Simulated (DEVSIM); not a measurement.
Structure: illuminated Si p-on-n cell, one wavelength, at 250 K.

```csv
layer (left to right),material,thickness (μm),Nd (cm⁻³),Na (cm⁻³),τn (s),τp (s),absorption coefficient (cm⁻¹)
1,Si,0.0640,-,5.3e18,9.5e-8,8.4e-7,22000
2,Si,65.0,5.9e16,-,5.6e-6,5.6e-6,22000
```

Left contact: ohmic, minority electron recombination velocity 3e6 cm/s. Right contact: ohmic, minority hole recombination velocity 5e5 cm/s. Voltage is applied to the left contact. Recombination: SRH at mid-gap, radiative, Auger. Light enters at the left, 5.7e17 photons cm⁻² s⁻¹, one pass, no reflection. Mobility is μmin + (μ − μmin)/(1 + (N/Nref)^α).

This is a model device: material constants are rounded textbook-type values typed into the input, and sizes, dopings and lifetimes were drawn at random. Values at 300 K; Nc and Nv go as T^1.5, mobilities as T to minus their exponent, the gap by Varshni's rule with the affinity fixed.

| parameter | Si |
|---|---|
| gap (eV) | 1.124 |
| affinity (eV) | 4.05 |
| permittivity | 11.7 |
| Nc (cm⁻³) | 2.86e19 |
| Nv (cm⁻³) | 3.1e19 |
| μn (cm²/Vs) | 1417 |
| μp (cm²/Vs) | 470 |
| μn,min | 52 |
| μp,min | 45 |
| Nref,n | 9.7e16 |
| Nref,p | 2.2e17 |
| αn | 0.68 |
| αp | 0.72 |
| T exponent of μn | 2.3 |
| T exponent of μp | 2.2 |
| B (cm³/s) | 4.7e-15 |
| Cn (cm⁶/s) | 2.8e-31 |
| Cp (cm⁶/s) | 9.9e-32 |
| Varshni α (eV/K) | 0.000473 |
| Varshni β (K) | 636 |

Model (solved in DEVSIM): 1D drift-diffusion, Boltzmann statistics, complete ionisation; no tunnelling, impact ionisation, image-force lowering or self-heating.

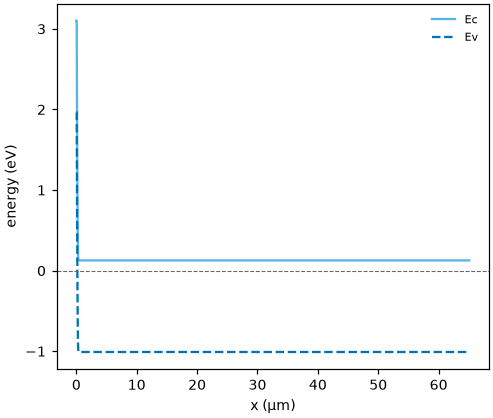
Figure. Band edges at -2.0 V on the left contact, in the dark

Energies count from the Fermi level of the right contact; mesh points crowd at the junctions.

```tsv
x (μm)	Ec (eV)	Ev (eV)	n (cm⁻³)	p (cm⁻³)	field (V/cm)
0.000	3.104	1.968	< 1e2	5.3e18	≈ 0
0.01946	3.104	1.968	< 1e2	5.3e18	≈ 0
0.04072	3.104	1.968	< 1e2	5.3e18	≈ 0
0.06076	3.093	1.957	< 1e2	3.2e18	-63000
0.09429	2.393	1.256	< 1e2	24000	-200000
0.1532	1.359	0.223	< 1e2	< 1e2	-150000
0.2664	0.261	-0.875	1.2e14	< 1e2	-45000
0.6426	0.127	-1.009	5.9e16	< 1e2	≈ 0
1.296	0.127	-1.009	5.9e16	< 1e2	≈ 0
2.657	0.127	-1.009	5.9e16	< 1e2	≈ 0
5.494	0.127	-1.009	5.9e16	< 1e2	≈ 0
14.56	0.127	-1.009	5.9e16	< 1e2	≈ 0
30.29	0.127	-1.009	5.9e16	< 1e2	≈ 0
48.15	0.127	-1.009	5.9e16	< 1e2	≈ 0
58.73	0.127	-1.009	5.9e16	< 1e2	≈ 0
62.03	0.127	-1.009	5.9e16	< 1e2	≈ 0
63.56	0.127	-1.009	5.9e16	< 1e2	≈ 0
64.36	0.127	-1.009	5.9e16	< 1e2	≈ 0
64.81	0.127	-1.009	5.9e16	< 1e2	≈ 0
64.96	0.127	-1.009	5.9e16	< 1e2	≈ 0
65.03	0.127	-1.009	5.9e16	< 1e2	≈ 0
65.06	0.127	-1.009	5.9e16	< 1e2	≈ 0
```
